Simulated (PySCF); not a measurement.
# WN2: singlet, from a side-on start

Aim: relax WN2 as a singlet from a side-on start, check by its vibrations whether the end is a minimum, and collect its spectrum and constants.

Method: PBE0, basis W def2-TZVP with ECP60, N def2-TZVP, scalar-relativistic core potentials, no spin–orbit coupling, density fitting; program: PySCF 2.14.0.

## (1) The starting structure

3 atoms, charge 0, spin multiplicity 1.

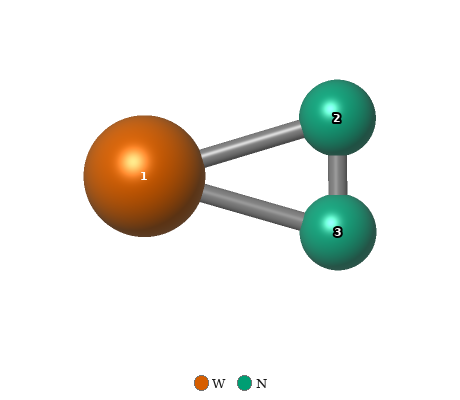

Start geometry, drawn with tungsten orange, nitrogen teal; atoms are numbered from 1 in the order of the file.

Z-matrix (Å, degrees; charge 0 multiplicity 1):
```
W
N  1 2.1216
N  2 1.2000 1 73.57
```

## (2) First SCF at the start

One driver script runs all steps and calls PySCF; scf.py shows how it sets up the SCF of each step. The optimiser is the driver's own. After this first run the driver tries any further starts and a stability analysis.

scf.py

```python
from pyscf import gto, scf, dft
mol = gto.M(atom='''
W      0.000000     0.000000     0.000000
N      0.600000     0.000000     2.034990
N     -0.600000     0.000000     2.034990''',
    basis={'W': 'def2-TZVP', 'N': 'def2-TZVP'},
    ecp={'W': 'def2-TZVP'},
    charge=0, spin=0)
mf = dft.RKS(mol, xc='PBE0')
mf.grids.atom_grid = (50, 194)
aux = {'W': 'def2-universal-JKFIT', 'N': 'def2-universal-JKFIT'}
mf = mf.density_fit(auxbasis=aux)
mf.conv_tol = 1e-08
mf.diis_space = 10
mf.max_cycle = 60
mf.init_guess = 'minao'
mf.verbose = 4
mf.kernel()
```

Run with:

```bash
OMP_NUM_THREADS=2 python axn.py task.json out
```

The program printed (excerpt; [...] marks lines left out):

```text
[... the frontier levels of the middle cycles are left out ...]
init E= -157.687776888966
  HOMO = -0.287117479815266  LUMO = -0.28112881228635  gap/eV = 0.16296
cycle= 1 E= -176.192420159794  delta_E= -18.5  |g|= 0.614  |ddm|= 7.61
  HOMO = -0.251999389100828  LUMO = -0.18830258247773  gap/eV = 1.73328
cycle= 2 E= -175.097085083103  delta_E=  1.1  |g|= 2.23  |ddm|= 1.91
  HOMO = -0.188621256315909  LUMO = -0.112274654345847  gap/eV = 2.07750
cycle= 3 E= -176.296891654012  delta_E= -1.2  |g|= 0.211  |ddm|= 1.36
cycle= 4 E= -176.306052271483  delta_E= -0.00916  |g|= 0.102  |ddm|= 0.282
cycle= 5 E= -176.309297484063  delta_E= -0.00325  |g|= 0.0333  |ddm|= 0.169
cycle= 6 E= -176.309842757214  delta_E= -0.000545  |g|= 0.00698  |ddm|= 0.0963
cycle= 7 E= -176.309911802472  delta_E= -6.9e-05  |g|= 0.00357  |ddm|= 0.0411
cycle= 8 E= -176.309920117945  delta_E= -8.32e-06  |g|= 0.00083  |ddm|= 0.0126
cycle= 9 E= -176.309920788354  delta_E= -6.7e-07  |g|= 0.000361  |ddm|= 0.00355
cycle= 10 E= -176.309920870034  delta_E= -8.17e-08  |g|= 0.000175  |ddm|= 0.00149
cycle= 11 E= -176.309920889461  delta_E= -1.94e-08  |g|= 5.72e-05  |ddm|= 0.000779
cycle= 12 E= -176.30992089161  delta_E= -2.15e-09  |g|= 1.13e-05  |ddm|= 0.000289
  HOMO = -0.21669701165523  LUMO = -0.120160185321298  gap/eV = 2.62690
Extra cycle  E= -176.309920891612  delta_E= -1.99e-12  |g|= 1.72e-05  |ddm|= 3.88e-05
converged SCF energy = -176.309920891612
```

This step, with its further starts and checks, ran for 6.9 s (2 threads of Arm Neoverse V1, shared host).

Energies from each starting density:

```csv
start,energy (Eh)
the minimal-basis guess,-176.309921
a thermally smeared density,-176.309921
a smeared PBE density,-176.309921
```

The test of internal stability and the other starts found no lower closed-shell solution.

## (3) Relaxation: side-on start, singlet

The program finds C2v symmetry in the start, which this walk keeps.

scf.py, as its differences from that of step 2:

```diff
@@ -3,3 +3,3 @@
-W      0.000000     0.000000     0.000000
-N      0.600000     0.000000     2.034990
-N     -0.600000     0.000000     2.034990''',
+W      0.000000     0.000000    -0.268886
+N      0.600000     0.000000     1.766104
+N     -0.600000     0.000000     1.766104''',
@@ -16 +15,0 @@
-mf.init_guess = 'minao'
```

The optimiser's trace:

```csv
step,energy (Eh),change (kJ/mol),largest symmetric gradient (Eh/bohr)
0,-176.309921,0.00,0.08590
1,-176.325473,-40.83,0.06320
2,-176.338221,-74.30,0.05072
3,-176.344289,-90.23,0.05399
4,-176.346722,-96.62,0.02419
5,-176.347854,-99.59,0.00830
6,-176.348078,-100.18,0.00315
7,-176.348119,-100.29,0.00073
8,-176.348121,-100.29,0.00008
```

The walk took 20 s.

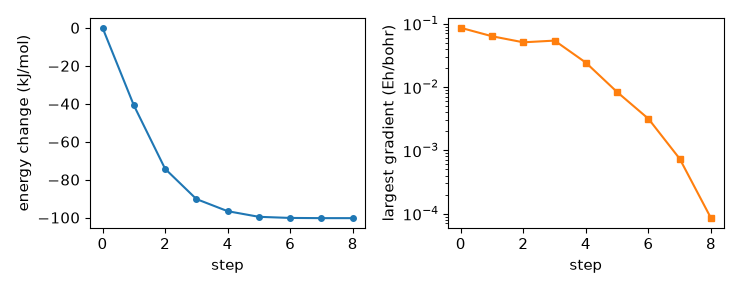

How energy and gradient fall.

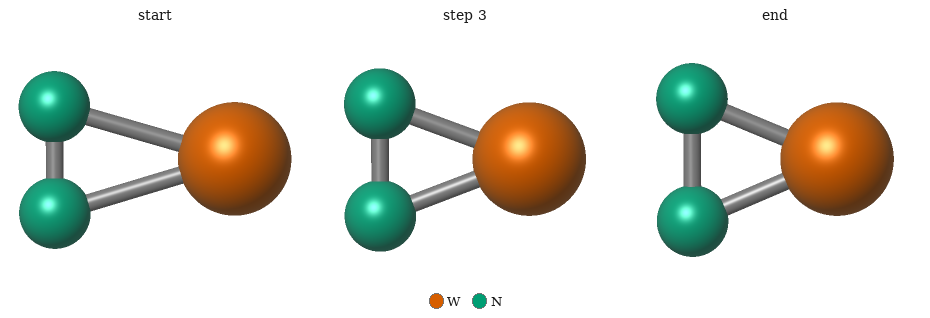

The geometry along the walk, at one scale.

It settles in C2v symmetry, 100.3 kJ/mol below the start, after 8 steps: N–N 1.382 Å, W–N 1.777 Å (×2); N–N–W 67.1° (×2), N–W–N 45.8°.

## (4) Vibrations and properties at this point

On the finer grid the gradient is checked again; gradients at displacements of ±0.02 bohr then give force constants and infrared intensities.

scf.py, as its differences from that of step 3:

```diff
@@ -3,3 +3,3 @@
-W      0.000000     0.000000    -0.268886
-N      0.600000     0.000000     1.766104
-N     -0.600000     0.000000     1.766104''',
+W      0.000000     0.000000    -0.216344
+N      0.691042     0.000000     1.421021
+N     -0.691042     0.000000     1.421021''',
@@ -10 +10 @@
-mf.grids.atom_grid = (50, 194)
+mf.grids.atom_grid = (75, 302)
@@ -13 +13 @@
-mf.conv_tol = 1e-08
+mf.conv_tol = 1e-10
```

The driver hands on the density of the step before, so the log starts near convergence.

Log of the central SCF (cycles and frontier levels):

```text
init E= -176.34809658053
  HOMO = -0.21876661114579  LUMO = -0.115586384286607  gap/eV = 2.80768
cycle= 1 E= -176.348096580123  delta_E= 4.07e-10  |g|= 4.47e-05  |ddm|= 3.32e-05
  HOMO = -0.218772748295226  LUMO = -0.115593050019513  gap/eV = 2.80766
cycle= 2 E= -176.348096572358  delta_E= 7.77e-09  |g|= 0.000194  |ddm|= 0.00014
  HOMO = -0.218767445963351  LUMO = -0.115587302187432  gap/eV = 2.80767
cycle= 3 E= -176.348096580559  delta_E= -8.2e-09  |g|= 4.11e-06  |ddm|= 0.000115
  HOMO = -0.21876757479974  LUMO = -0.115587505303576  gap/eV = 2.80767
cycle= 4 E= -176.348096580563  delta_E= -4.32e-12  |g|= 9.94e-07  |ddm|= 3.43e-06
  HOMO = -0.218767596020786  LUMO = -0.115587609698117  gap/eV = 2.80767
Extra cycle  E= -176.348096580563  delta_E= 5.12e-13  |g|= 2.21e-06  |ddm|= 3.92e-06
converged SCF energy = -176.348096580563
```

The whole step took 26 s.

Geometry: C2v; N–N 1.382 Å, W–N 1.777 Å (×2); N–N–W 67.1° (×2), N–W–N 45.8°.

Modes, for the most abundant isotopes:

| symmetry | ω (cm⁻¹) | IR (km/mol) |
| --- | --- | --- |
| a1 | 328 | 1.9 |
| b2 | 890 | 18.4 |
| a1 | 1182 | 43.0 |

No imaginary mode, so this is a minimum.

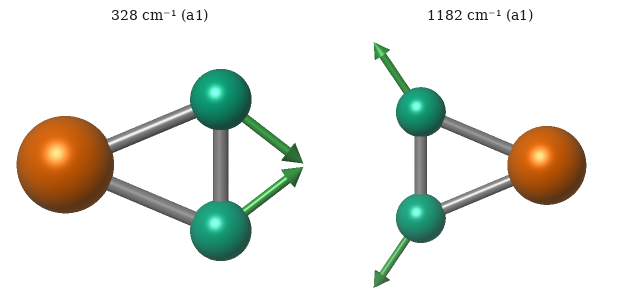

Displacements of 2 of the modes, as arrows (one member where a mode is degenerate).

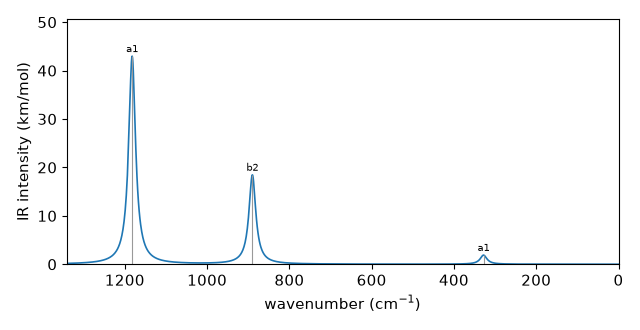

The harmonic infrared spectrum (widths in cm⁻¹). Lines are broadened to a width of 20 cm⁻¹ (Lorentzian).

Properties at this point:

```
Dipole moment                                                   : 3.31 D
Highest occupied level                                          : -5.95 eV
Lowest empty level                                              : -3.15 eV
Rotational constants                                            : 1.26, 0.2587, 0.2146 cm⁻¹
Zero-point energy                                               : 14.4 kJ/mol
Principal polarisabilities                                      : 59.9, 71.7, 81.9 bohr³
Atomisation energy without zero-point energy                    : 920 kJ/mol
Principal traceless quadrupole moments about the centre of mass : -2.65, 0.38, 2.27 D Å
Entropy at 298.15 K and 1 bar                                   : 270.8 J/(mol K)
Heat capacity Cp at 298.15 K                                    : 43.1 J/(mol K)
Enthalpy at 298.15 K above 0 K                                  : 11.12 kJ/mol
Rotational symmetry number                                      : 2
```

Populations by atom (charges in e):

```json
{"atom": "W1", "Mulliken": "0.45", "Löwdin": "0.31", "polar tensor": "0.49", "Mayer order to W1": "–"}
{"atom": "N2,3", "Mulliken": "-0.22", "Löwdin": "-0.15", "polar tensor": "-0.25", "Mayer order to W1": "1.93"}
```

Mulliken populations on W1 (outside its core potential): s 3.41, p 6.18, d 3.90, f 0.06.

## (5) A spin-polarised start

A stability analysis found the closed shell of the lowest minimum unstable towards spin polarisation, so the unrestricted solution is followed.

The program finds C2v symmetry in the start, which may break. Threshold on the gradient: 0.0003 Eh/bohr, with a further test on the energy change.

scf.py, as its differences from that of step 4:

```diff
@@ -3,3 +3,3 @@
-W      0.000000     0.000000    -0.216344
-N      0.691042     0.000000     1.421021
-N     -0.691042     0.000000     1.421021''',
+W      0.000000     0.000000    -0.216347
+N      0.691042     0.000000     1.421018
+N     -0.691042     0.000000     1.421018''',
@@ -9,2 +9,2 @@
-mf = dft.RKS(mol, xc='PBE0')
-mf.grids.atom_grid = (75, 302)
+mf = dft.UKS(mol, xc='PBE0')
+mf.grids.atom_grid = (50, 194)
@@ -13 +13 @@
-mf.conv_tol = 1e-10
+mf.conv_tol = 1e-08
```

Steps of the walk:

```csv
step,energy (Eh),change (kJ/mol),largest gradient (Eh/bohr)
0,-176.349097,0.00,0.00998
1,-176.349264,-0.44,0.00545
2,-176.349605,-1.33,0.00251
3,-176.349612,-1.35,0.00062
4,-176.349613,-1.35,0.00006
```

The walk took 13 s.

Positions (Å) and forces (eV/Å) along the way:

```
step 0
W    0.000   0.000  -0.216   0.000   0.000  -0.513
N    0.691   0.000   1.421  -0.112   0.000   0.257
N   -0.691   0.000   1.421   0.111   0.000   0.256
step 1
W    0.000   0.000  -0.222   0.000   0.000  -0.280
N    0.688   0.000   1.424  -0.221   0.000   0.140
N   -0.688   0.000   1.424   0.221   0.000   0.140
step 2
W    0.000   0.000  -0.245   0.000   0.000   0.129
N    0.669   0.000   1.435  -0.083   0.000  -0.065
N   -0.669   0.000   1.435   0.083   0.000  -0.065
step 3
W    0.000   0.000  -0.243   0.000   0.000   0.032
N    0.669   0.000   1.434  -0.030   0.000  -0.016
N   -0.669   0.000   1.434   0.030   0.000  -0.016
step 4
W    0.000   0.000  -0.243   0.000   0.000  -0.001
N    0.669   0.000   1.434   0.003   0.000   0.000
N   -0.669   0.000   1.434  -0.003   0.000   0.001
```

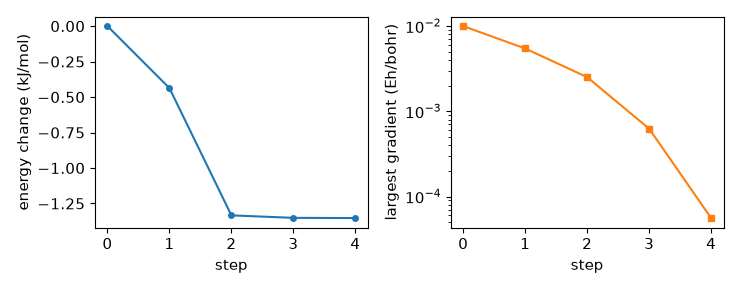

Energy and largest gradient along the walk.

It settles in C2v symmetry, 1.4 kJ/mol below the start, after 4 steps: N–N 1.338 Å, W–N 1.806 Å (×2); N–N–W 68.3° (×2), N–W–N 43.5°.

## (6) Vibrations and properties at this point

As before: finer grid, then central differences.

scf.py, as its differences from that of step 5:

```diff
@@ -3,3 +3,3 @@
-W      0.000000     0.000000    -0.216347
-N      0.691042     0.000000     1.421018
-N     -0.691042     0.000000     1.421018''',
+W     -0.000000     0.000000    -0.221649
+N      0.668836    -0.000000     1.455841
+N     -0.668835     0.000000     1.455841''',
@@ -10 +10 @@
-mf.grids.atom_grid = (50, 194)
+mf.grids.atom_grid = (75, 302)
@@ -13 +13 @@
-mf.conv_tol = 1e-08
+mf.conv_tol = 1e-10
```

Log of the central SCF (cycles and frontier levels):

```text
init E= -176.349587354406
[... the frontier-level lines of each cycle are left out ...]
cycle= 1 E= -176.349587354399  delta_E= 6.28e-12  |g|= 1.11e-05  |ddm|= 1.89e-05
cycle= 2 E= -176.349587353579  delta_E= 8.2e-10  |g|= 4.49e-05  |ddm|= 3.8e-05
cycle= 3 E= -176.349587354489  delta_E= -9.1e-10  |g|= 2.62e-06  |ddm|= 2.79e-05
cycle= 4 E= -176.349587354499  delta_E= -9.66e-12  |g|= 1.59e-06  |ddm|= 4.58e-06
Extra cycle  E= -176.349587354518  delta_E= -1.88e-11  |g|= 1.89e-06  |ddm|= 1.08e-05
converged SCF energy = -176.349587354518  <S^2> = 0.44434667  2S+1 = 1.6665493
```

The whole step ran for 42 s (2 threads of Arm Neoverse V1, shared host).

Geometry: C2v; N–N 1.338 Å, W–N 1.806 Å (×2); N–N–W 68.3° (×2), N–W–N 43.5°.

Modes, for the most abundant isotopes:

| symmetry | ω (cm⁻¹) | IR (km/mol) | μ (u) |
| --- | --- | --- | --- |
| a1 | 412 | 3.6 | 15.48 |
| b2 | 855 | 23.9 | 14.27 |
| a1 | 1243 | 71.7 | 14.39 |

No imaginary mode, so this is a minimum.

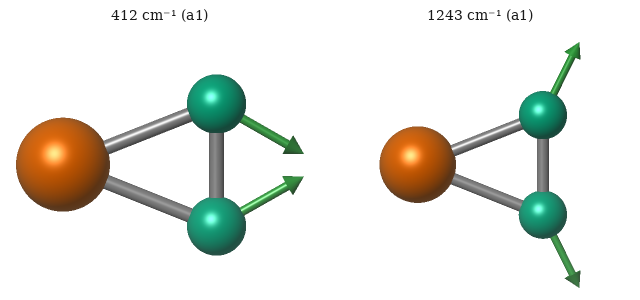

Displacements of 2 of the modes, as arrows (one member where a mode is degenerate).

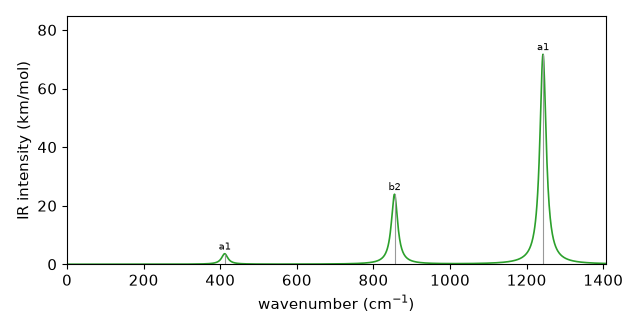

The harmonic infrared spectrum (widths in cm⁻¹). Lines are broadened to a width of 20 cm⁻¹ (Lorentzian).

Constants and moments:

| Property | Result |
| --- | --- |
| Dipole moment | 3.56 D |
| Highest occupied level | -5.80 eV |
| Lowest empty level | -2.92 eV |
| Rotational constants | 1.346, 0.2465, 0.2083 cm⁻¹ |
| Zero-point energy | 15.0 kJ/mol |
| Principal polarisabilities | 66.5, 71.5, 91.6 bohr³ |
| Atomisation energy without zero-point energy | 924 kJ/mol |
| Principal traceless quadrupole moments about the centre of mass | -0.51, 0.00, 0.51 D Å |
| Entropy at 298.15 K and 1 bar | 269.5 J/(mol K) |
| Heat capacity Cp at 298.15 K | 42.4 J/(mol K) |
| Enthalpy at 298.15 K above 0 K | 10.90 kJ/mol |
| Rotational symmetry number | 2 |
| Spin squared ⟨S²⟩ | 0.444 |

Populations by atom (charges in e):

| atom | Mulliken | Löwdin | polar tensor | spin (Mulliken) | Mayer order to W1 |
| --- | --- | --- | --- | --- | --- |
| W1 | 0.43 | 0.31 | 0.67 | 0.02 | – |
| N2,3 | -0.22 | -0.16 | -0.34 | -0.01 | 1.80 |

Mulliken populations on W1 (outside its core potential): s 3.31, p 6.19, d 4.01, f 0.05.

## (7) The points found, side by side

| spin | group | bonds | imaginary modes (cm⁻¹) | ΔE (kJ/mol) | with zero-point energy |
| --- | --- | --- | --- | --- | --- |
| broken-symmetry (Ms = 0) | C2v | N–N 1.338 Å, W–N 1.806 Å (×2) | none | 0.0 | 0.0 |
| singlet | C2v | N–N 1.382 Å, W–N 1.777 Å (×2) | none | 3.9 | 3.3 |

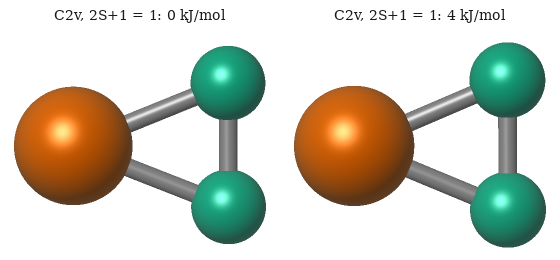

The points, lowest first (tungsten orange, nitrogen teal).

## (8) Results

```
                                          quantity                                                         value
                                           minimum                                 broken-symmetry (Ms = 0), C2v
                                          geometry  N–N 1.338 Å, W–N 1.806 Å (×2); N–N–W 68.3° (×2), N–W–N 43.5°
                                wavenumbers (cm⁻¹)                                 412 (a1), 855 (b2), 1243 (a1)
                                     dipole moment                                                        3.56 D
highest occupied, lowest empty level (either spin)                                               -5.80, -2.92 eV
                         polar-tensor charge of W1                                                       +0.67 e
                                 zero-point energy                                                   15.0 kJ/mol
                               entropy at 298.15 K                                               269.5 J/(mol K)
         atomisation energy (no zero-point energy)                                                    924 kJ/mol
                                              ⟨S²⟩                                                         0.444
```

In words: The side-on start keeps its C2v symmetry and ends in a minimum. The determinant is spin-contaminated (⟨S²⟩ = 0.44 against 0.00), so it is no pure spin state. The strongest infrared band lies at 1243 cm⁻¹ (a1). Other starts or spin states, not run here, may lie lower. With an element this heavy the missing spin–orbit coupling can shift these numbers.

The search up to here took 1.9 min.
